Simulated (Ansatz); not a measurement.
## Molecular dynamics of TiN₂H₆O₂ (part 1 of 2)

System: TiN₂H₆O₂, SMILES [NH2][Ti]([NH2])([OH])[OH].
Method: RKS BLYP-d3bj/def2-SVP (Ansatz 0.2.0).

The geometry comes from this level: PBE0-D4/def2-TZVP. Figures and captions count atoms from 1; the log counts them from 0 in places.

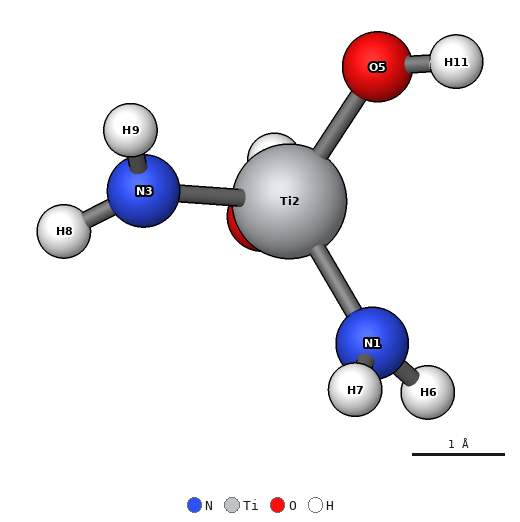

Fig. 1: The input geometry (ball-and-stick view, seen at a tilt; atoms are numbered from 1 in the order of the input). Sticks mark near contacts.

Summary

```json
{"quantity": "outcome", "value": "finished"}
{"quantity": "mean temperature over the second half", "value": "377 K"}
{"quantity": "trajectory", "value": "20 steps, 10 fs"}
{"quantity": "ensemble", "value": "nve"}
{"quantity": "temperature in the input", "value": "500 K"}
{"quantity": "time step", "value": "0.5 fs"}
{"quantity": "potential energy (last step)", "value": "−30282.8158 eV"}
{"quantity": "mean-field energy (last step)", "value": "−30282.3575 eV"}
{"quantity": "dispersion energy (last step)", "value": "−0.4582 eV"}
{"quantity": "SCF solution under orbital rotations (last step)", "value": "stable"}
{"quantity": "largest force (length of the vector) (last step)", "value": "2.327 eV/Å"}
{"quantity": "dipole moment (last step)", "value": "1.90 D"}
{"quantity": "hardware", "value": "4 threads of Arm Neoverse V2, 23 GiB of memory available, shared host"}
{"quantity": "wall time", "value": "27 s (CPU time 1.7 min)"}
{"quantity": "peak memory", "value": "0.18 GiB"}
```

Remarks

So short a trajectory is not equilibrated.

Input
```yaml
crystal:
  periodic: [false, false, false]
  atoms:
    - {symbol: N, position_ang: [-1.268752, 1.121848, 0.179168]}
    - {symbol: Ti, position_ang: [0.231586, 0.025408, -0.151194]}
    - {symbol: N, position_ang: [0.218849, -1.353643, 1.134648]}
    - {symbol: O, position_ang: [1.699723, 1.074733, -0.036146]}
    - {symbol: O, position_ang: [0.088865, -0.770922, -1.767056]}
    - {symbol: H, position_ang: [-1.292448, 2.109639, -0.031973]}
    - {symbol: H, position_ang: [-2.065659, 0.862667, 0.740857]}
    - {symbol: H, position_ang: [0.626879, -1.292982, 2.056688]}
    - {symbol: H, position_ang: [-0.030098, -2.309451, 0.923653]}
    - {symbol: H, position_ang: [2.462478, 1.156360, -0.608676]}
    - {symbol: H, position_ang: [-0.606124, -0.680553, -2.419470]}
basis:
  gaussian: {orbitals: def2-SVP}
hamiltonian: {xc: {name: BLYP}, dispersion: d3bj}
md: {timestep: 0.5 fs, n_steps: 20, ensemble: nve, temperature: 500, initial_velocities: maxwell_boltzmann, seed: 345}
```

Run as:
```bash
ansatz run in.yaml --threads 4 --pin off --events-out ev --progress --plain --max-ram 10444MiB
```

The program's output
```
Functional definition: BLYP
  name "BLYP"
  cite "Becke, Phys. Rev. A 38, 3098 (1988) doi:10.1103/PhysRevA.38.3098"
  cite "Lee, Yang & Parr, Phys. Rev. B 37, 785 (1988) doi:10.1103/PhysRevB.37.785"
  parameter beta = 0.0042
  parameter a = 0.04918
  parameter b = 0.132
  parameter c = 0.2533
  parameter d = 0.349
  exchange = b88_x(beta = beta)
  correlation = lyp_c(a = a, b = b, c = c, d = d)
1358 factors; their error is unknown
mean field evaluation 1: about -30251.3708 eV, gradient 1.3e2 eV
mean field evaluation 2: about -29772.8759 eV, gradient 4.5e2 eV
mean field evaluation 4: about -30256.2066 eV, gradient 1.2e2 eV
mean field evaluation 8: about -30282.5675 eV, gradient 3.1e0 eV
mean field evaluation 16: about -30282.5424 eV, gradient 1.2e-2 eV
mean field -30282.54242454 eV, -1112.8629078575 hartree, gradient 6.0e-5 eV, S^2 0.000000; 0 other end points of the search recorded, 0 dependent functions left out
the calculation of the forces begins
reference -30282.54289396 eV, -1112.8629251081 hartree; 29, 29 occupied and 88, 88 virtual orbitals, 1358 factors
md step     0: t =     0.00 fs  T =   500.0 K  F+E_penalty+E_count = -30283.00275889 eV  E_kin = 0.581670 eV  conserved = -30282.42108889 eV  (31 SCF iters)
these checks for a lower state are left out or cut short: starts, cluster_reference, orbital_swaps, neighbouring_geometries, increment
1358 factors; their error is unknown
mean field -30282.51989028 eV, -1112.8620797387 hartree, gradient 1.5e-5 eV, S^2 0.000000; 0 other end points of the search recorded, 0 dependent functions left out
[... from here on the field's lines of each further geometry are left out, up to the last ...]
md step     1: t =     0.50 fs  T =   481.4 K  F+E_penalty+E_count = -30282.98030384 eV  E_kin = 0.560063 eV  conserved = -30282.42024111 eV  (34 SCF iters)
md step     2: t =     1.00 fs  T =   453.5 K  F+E_penalty+E_count = -30282.94644109 eV  E_kin = 0.527529 eV  conserved = -30282.41891239 eV  (34 SCF iters)
md step     3: t =     1.50 fs  T =   432.4 K  F+E_penalty+E_count = -30282.92107775 eV  E_kin = 0.503030 eV  conserved = -30282.41804790 eV  (34 SCF iters)
md step     4: t =     2.00 fs  T =   428.9 K  F+E_penalty+E_count = -30282.91714904 eV  E_kin = 0.498901 eV  conserved = -30282.41824849 eV  (33 SCF iters)
md step     5: t =     2.50 fs  T =   440.7 K  F+E_penalty+E_count = -30282.93187827 eV  E_kin = 0.512658 eV  conserved = -30282.41922046 eV  (34 SCF iters)
md step     6: t =     3.00 fs  T =   456.1 K  F+E_penalty+E_count = -30282.95079675 eV  E_kin = 0.530635 eV  conserved = -30282.42016141 eV  (34 SCF iters)
md step     7: t =     3.50 fs  T =   463.2 K  F+E_penalty+E_count = -30282.95932869 eV  E_kin = 0.538802 eV  conserved = -30282.42052688 eV  (34 SCF iters)
md step     8: t =     4.00 fs  T =   456.3 K  F+E_penalty+E_count = -30282.95115142 eV  E_kin = 0.530839 eV  conserved = -30282.42031261 eV  (35 SCF iters)
md step     9: t =     4.50 fs  T =   437.5 K  F+E_penalty+E_count = -30282.92880779 eV  E_kin = 0.508989 eV  conserved = -30282.41981925 eV  (35 SCF iters)
md step    10: t =     5.00 fs  T =   412.8 K  F+E_penalty+E_count = -30282.89952464 eV  E_kin = 0.480188 eV  conserved = -30282.41933639 eV  (35 SCF iters)
md step    11: t =     5.50 fs  T =   388.4 K  F+E_penalty+E_count = -30282.87084176 eV  E_kin = 0.451848 eV  conserved = -30282.41899364 eV  (35 SCF iters)
md step    12: t =     6.00 fs  T =   369.3 K  F+E_penalty+E_count = -30282.84843919 eV  E_kin = 0.429659 eV  conserved = -30282.41878048 eV  (34 SCF iters)
md step    13: t =     6.50 fs  T =   358.8 K  F+E_penalty+E_count = -30282.83601906 eV  E_kin = 0.417362 eV  conserved = -30282.41865732 eV  (35 SCF iters)
md step    14: t =     7.00 fs  T =   358.4 K  F+E_penalty+E_count = -30282.83565746 eV  E_kin = 0.416987 eV  conserved = -30282.41867061 eV  (35 SCF iters)
md step    15: t =     7.50 fs  T =   367.9 K  F+E_penalty+E_count = -30282.84700094 eV  E_kin = 0.428036 eV  conserved = -30282.41896523 eV  (34 SCF iters)
md step    16: t =     8.00 fs  T =   383.0 K  F+E_penalty+E_count = -30282.86523753 eV  E_kin = 0.445609 eV  conserved = -30282.41962816 eV  (35 SCF iters)
md step    17: t =     8.50 fs  T =   395.2 K  F+E_penalty+E_count = -30282.88016243 eV  E_kin = 0.459699 eV  conserved = -30282.42046361 eV  (35 SCF iters)
md step    18: t =     9.00 fs  T =   394.1 K  F+E_penalty+E_count = -30282.87943346 eV  E_kin = 0.458467 eV  conserved = -30282.42096642 eV  (27 SCF iters)
md step    19: t =     9.50 fs  T =   374.3 K  F+E_penalty+E_count = -30282.85609804 eV  E_kin = 0.435435 eV  conserved = -30282.42066325 eV  (35 SCF iters)
the calculation of the forces begins
reference -30282.35753884 eV, -1112.8561134331 hartree; 29, 29 occupied and 88, 88 virtual orbitals, 1358 factors
1358 factors; their error is unknown
mean field -30282.35706182 eV, -1112.8560959031 hartree, gradient 1.7e-5 eV, S^2 0.000000; 1 other end points of the search recorded, 0 dependent functions left out
the calculation of the forces begins
reference -30282.35753884 eV, -1112.8561134331 hartree; 29, 29 occupied and 88, 88 virtual orbitals, 1358 factors
md step    20: t =    10.00 fs  T =   340.1 K  F+E_penalty+E_count = -30282.81528919 eV  E_kin = 0.395687 eV  conserved = -30282.41960208 eV  (27 SCF iters)
```

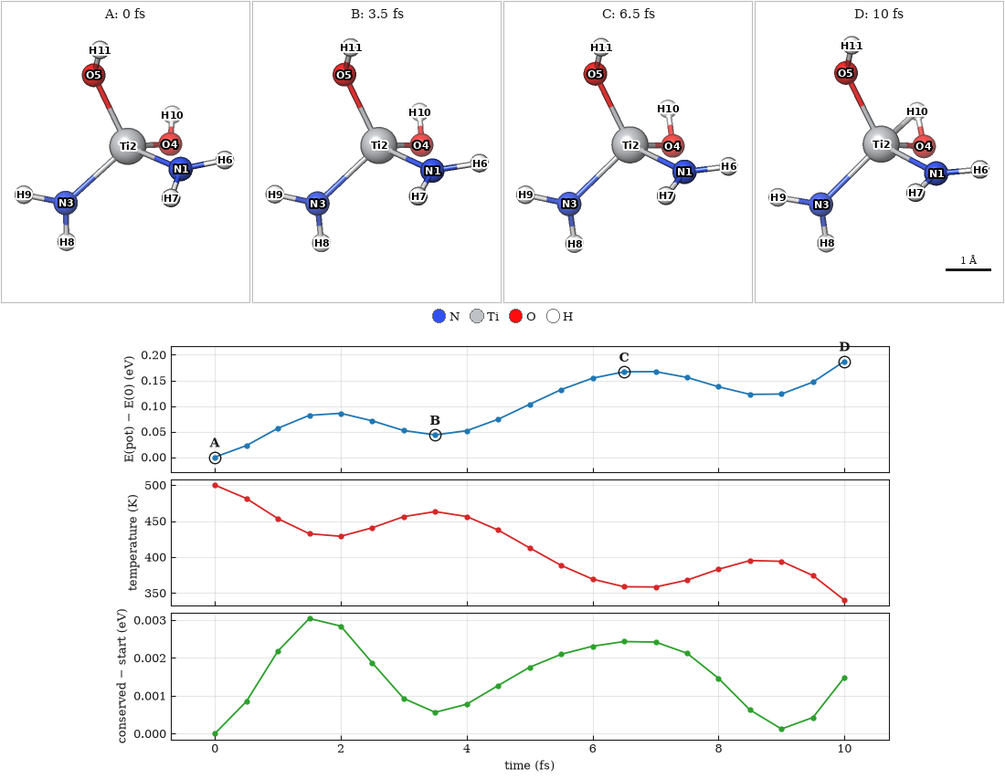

Fig. 2: Frames of the molecular dynamics (ball-and-stick, seen at a tilt) above the curves, on which the letters mark them. The trajectory kept here has 21 frames over 10 fs. The temperature starts at 500 K, ranges from 340 to 500 K and averages 377 K over the second half. The potential energy ends 0.187 eV above its first value. The conserved quantity stays within 0.003 eV. After an unweighted best fit of the last frame on the first, the root-mean-square displacement is 0.16 Å, and H6 has moved furthest (0.28 Å).

```
Total energy: -30282.81576620 eV, -1112.8729529781 hartree
Atom 0 at    -1.259883     1.166309     0.277215 Å, force     0.857922    -0.338453    -0.655810 eV/Å
Atom 1 at     0.223946     0.016791    -0.196845 Å, force    -0.191744     0.772827     1.078036 eV/Å
Atom 2 at     0.210887    -1.312875     1.176381 Å, force    -0.225187     0.691953    -0.967532 eV/Å
Atom 3 at     1.717917     1.079760     0.022612 Å, force    -1.680303    -0.107882     1.230150 eV/Å
Atom 4 at     0.112403    -0.806379    -1.810515 Å, force    -0.039287     0.047821    -0.121953 eV/Å
Atom 5 at    -1.565434     2.128533     0.140811 Å, force     0.289126     0.366718    -0.186774 eV/Å
Atom 6 at    -2.053556     0.656595     0.619650 Å, force    -0.871523    -0.598123     0.567370 eV/Å
Atom 7 at     0.600248    -1.150846     2.092658 Å, force     0.261183     0.069590     0.709375 eV/Å
Atom 8 at     0.054363    -2.293856     1.004360 Å, force    -0.094337    -0.787943    -0.034910 eV/Å
Atom 9 at     2.304060     0.946422    -0.697991 Å, force     1.653261    -0.097661    -1.634397 eV/Å
Atom 10 at    -0.556842    -0.733312    -2.515785 Å, force     0.040888    -0.018846     0.016444 eV/Å
Dipole moment:    -0.256636    -0.161665    -0.254582 e Å
```

Trajectory as extended XYZ (Å, eV, eV/Å), 21 frames, from step=0 to step=20
```
11
Properties=species:S:1:pos:R:3:forces:R:3 step=0 time_fs=0.0 energy=-30283.00276 temperature=500.0
N    -1.2688    1.1218    0.1792    0.2668  -0.3229  -0.1954
Ti    0.2316    0.0254   -0.1512    0.0861   0.0249  -0.0758
N     0.2188   -1.3536    1.1346   -0.1305   0.3488  -0.2408
O     1.6997    1.0747   -0.0361   -0.3629   0.1726   0.5699
O     0.0889   -0.7709   -1.7671    0.5849  -0.2607   0.2209
H    -1.2924    2.1096   -0.0320   -0.0339   0.7075  -0.1372
H    -2.0657    0.8627    0.7409   -0.5803  -0.1541   0.4106
H     0.6269   -1.2930    2.0567    0.2971   0.0285   0.6594
H    -0.0301   -2.3095    0.9237   -0.1772  -0.6874  -0.1231
H     2.4625    1.1564   -0.6087    0.6667   0.0532  -0.5215
H    -0.6061   -0.6806   -2.4195   -0.6169   0.0896  -0.5670
11
Properties=species:S:1:pos:R:3:forces:R:3 step=1 time_fs=0.5 energy=-30282.98030 temperature=481.4
N    -1.2681    1.1231    0.1847    0.6527   0.3811  -0.6020
Ti    0.2312    0.0248   -0.1537    0.0793   0.0870   0.0008
N     0.2185   -1.3519    1.1370   -0.1297   0.5450  -0.3407
O     1.7010    1.0750   -0.0334   -1.0831   0.0785   1.0862
O     0.0903   -0.7725   -1.7685    0.3164  -0.2280  -0.0370
H    -1.3100    2.1247   -0.0253    0.0112   0.1039  -0.0207
H    -2.0600    0.8522    0.7291   -0.9865  -0.3036   0.6899
H     0.6257   -1.2809    2.0569    0.3150   0.0039   0.7222
H    -0.0266   -2.3044    0.9231   -0.1999  -0.8432  -0.1195
H     2.4444    1.1431   -0.6079    1.3716   0.1213  -1.0623
H    -0.6076   -0.6828   -2.4280   -0.3472   0.0543  -0.3170
11
Properties=species:S:1:pos:R:3:forces:R:3 step=2 time_fs=1.0 energy=-30282.94644 temperature=453.5
N    -1.2674    1.1245    0.1901    0.9102   1.0204  -0.9088
Ti    0.2308    0.0242   -0.1561    0.0704   0.1458   0.0762
N     0.2182   -1.3501    1.1393   -0.1171   0.6538  -0.3759
O     1.7020    1.0753   -0.0305   -1.6154   0.0250   1.4900
O     0.0918   -0.7741   -1.7699    0.0210  -0.1936  -0.3261
H    -1.3276    2.1399   -0.0188    0.0686  -0.4656   0.0876
H    -2.0567    0.8411    0.7190   -1.2780  -0.4199   0.8772
H     0.6253   -1.2687    2.0588    0.2953  -0.0295   0.6995
H    -0.0236   -2.3013    0.9223   -0.1964  -0.9049  -0.0932
H     2.4296    1.1301   -0.6098    1.8915   0.1518  -1.4897
H    -0.6099   -0.6849   -2.4374   -0.0500   0.0167  -0.0368
11
Properties=species:S:1:pos:R:3:forces:R:3 step=3 time_fs=1.5 energy=-30282.92108 temperature=432.4
N    -1.2665    1.1260    0.1953    0.9842   1.5156  -1.0713
Ti    0.2305    0.0237   -0.1586    0.0592   0.1992   0.1491
N     0.2178   -1.3481    1.1416   -0.0958   0.6678  -0.3525
O     1.7029    1.0756   -0.0274   -1.8272   0.0137   1.6634
O     0.0934   -0.7757   -1.7714   -0.2607  -0.1618  -0.6066
H    -1.3450    2.1541   -0.0120    0.1324  -0.9475   0.1767
H    -2.0565    0.8289    0.7110   -1.3936  -0.4760   0.9387
H     0.6256   -1.2567    2.0624    0.2403  -0.0729   0.5959
H    -0.0210   -2.3004    0.9213   -0.1661  -0.8637  -0.0425
H     2.4193    1.1175   -0.6151    2.0938   0.1439  -1.6849
H    -0.6124   -0.6869   -2.4468    0.2335  -0.0183   0.2341
11
Properties=species:S:1:pos:R:3:forces:R:3 step=4 time_fs=2.0 energy=-30282.91715 temperature=428.9
N    -1.2655    1.1279    0.2004    0.8542   1.8219  -1.0766
Ti    0.2301    0.0231   -0.1610    0.0459   0.2462   0.2185
N     0.2175   -1.3461    1.1438   -0.0694   0.5941  -0.2843
O     1.7034    1.0759   -0.0240   -1.6669   0.0320   1.5411
O     0.0948   -0.7774   -1.7730   -0.4980  -0.1356  -0.8470
H    -1.3621    2.1660   -0.0048    0.1966  -1.3140   0.2412
H    -2.0597    0.8157    0.7052   -1.3058  -0.4546   0.8664
H     0.6265   -1.2448    2.0675    0.1575  -0.1257   0.4277
H    -0.0188   -2.3016    0.9202   -0.1125  -0.7273   0.0301
H     2.4141    1.1052   -0.6246    1.9262   0.1104  -1.5821
H    -0.6142   -0.6891   -2.4556    0.4722  -0.0474   0.4650
11
Properties=species:S:1:pos:R:3:forces:R:3 step=5 time_fs=2.5 energy=-30282.93188 temperature=440.7
N    -1.2643    1.1300    0.2053    0.5448   1.9278  -0.9453
Ti    0.2297    0.0225   -0.1635    0.0309   0.2863   0.2839
N     0.2171   -1.3439    1.1459   -0.0417   0.4524  -0.1898
O     1.7037    1.0762   -0.0204   -1.1950   0.0585   1.1476
O     0.0962   -0.7791   -1.7747   -0.6711  -0.1161  -1.0256
H    -1.3787    2.1747    0.0030    0.2556  -1.5545   0.2792
H    -2.0659    0.8013    0.7015   -1.0326  -0.3554   0.6824
H     0.6278   -1.2332    2.0735    0.0580  -0.1850   0.2193
H    -0.0170   -2.3045    0.9192   -0.0428  -0.5175   0.1183
H     2.4134    1.0932   -0.6378    1.4480   0.0720  -1.2053
H    -0.6150   -0.6913   -2.4634    0.6460  -0.0685   0.6352
```
